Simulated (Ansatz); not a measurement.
## Electronic structure of ClHSi in real space

Input

```
crystal:
  periodic: [false, false, false]
  atoms:
    - {symbol: Si, position_ang: [-0.545882, 0.550550, -0.249467]}
    - {symbol: Cl, position_ang: [1.270126, 0.330783, 0.734855]}
    - {symbol: H, position_ang: [-0.735245, -0.946133, -0.498688]}
basis:
  gaussian: {orbitals: def2-TZVPP}
hamiltonian: {xc: pbe0, dispersion: d4}
output: {orbitals: {seedname: orbitals}}
```

Launched as:

```sh
ansatz run in.yaml --threads 2 --pin off --events-out ev --progress --plain --max-ram 32768MiB --backend cpu
```

Geometry: PBE0-D4/def2-TZVP.

Theory: RKS PBE0-D4/def2-TZVPP (Ansatz 0.2.0).

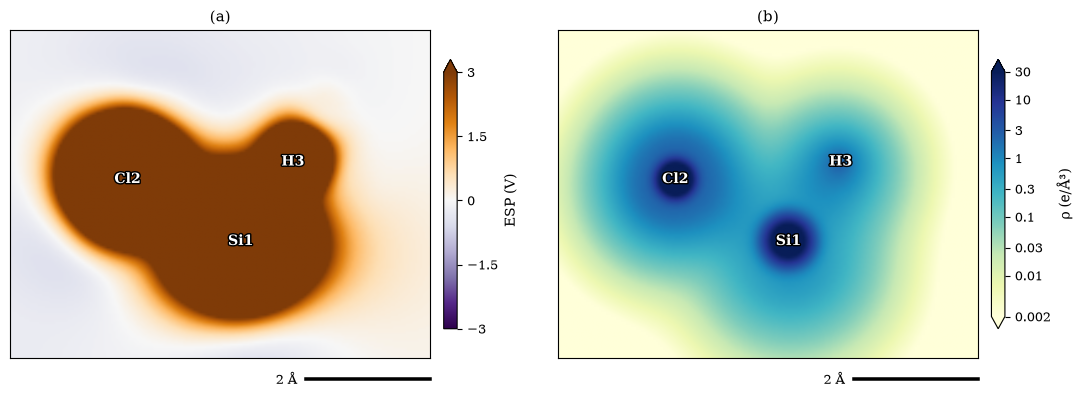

Figure 1. (a) molecular electrostatic potential; (b) electron density on the molecular plane.

### What does the map show?

Atoms in the plane: Si, Cl and H. Si–Cl (2.08 Å): the density is about 0.86 e/Å³ at the midpoint. Si–H (1.53 Å): ρ is about 0.77 e/Å³ halfway. Outside the dense part of the molecule the potential is most negative (−0.4 V) near Cl2.

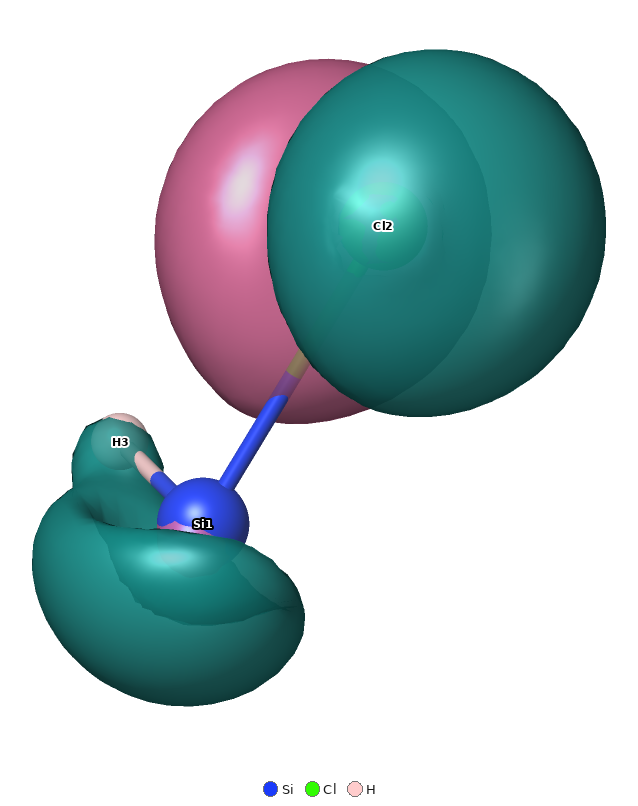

Figure 2. The HOMO−1 at ±0.15 Å⁻³ᐟ² (teal and pink are the two phases), seen at an oblique angle.

### What is the character of this orbital?

Its weight (Hirshfeld) is mainly on Cl2 (about 75 %) and Si1 (about 20 %); it is symmetric in the molecular plane (an in-plane orbital: σ, lone-pair or in-plane π type). Its energy is −9.64 eV.

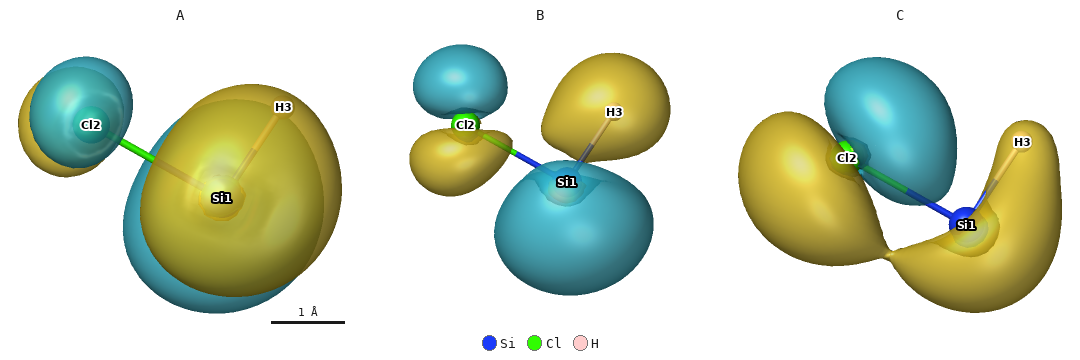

Figure 3. Three frontier orbitals at ±0.1 Å⁻³ᐟ² (yellow and cyan are the two phases), in no order.

### Which picture is the HOMO−1, the HOMO and the LUMO?

C is the HOMO−1 (−9.64 eV). Its weight (Hirshfeld) is mainly on Cl2 (about 75 %) and Si1 (about 20 %); it is symmetric in the molecular plane (an in-plane orbital: σ, lone-pair or in-plane π type). B is the HOMO (−6.99 eV). By Hirshfeld shares it lies mainly on Si1 (about 65 %), Cl2 (about 20 %) and H3 (about 15 %); it is symmetric in the molecular plane (an in-plane orbital: σ, lone-pair or in-plane π type). A is the LUMO (−2.97 eV). Its weight (Hirshfeld) is mainly on Si1 (about 85 %) and Cl2 (about 15 %); it changes sign across the molecular plane (π type).

### What is the HOMO–LUMO gap?

4.02 eV between the orbital energies.
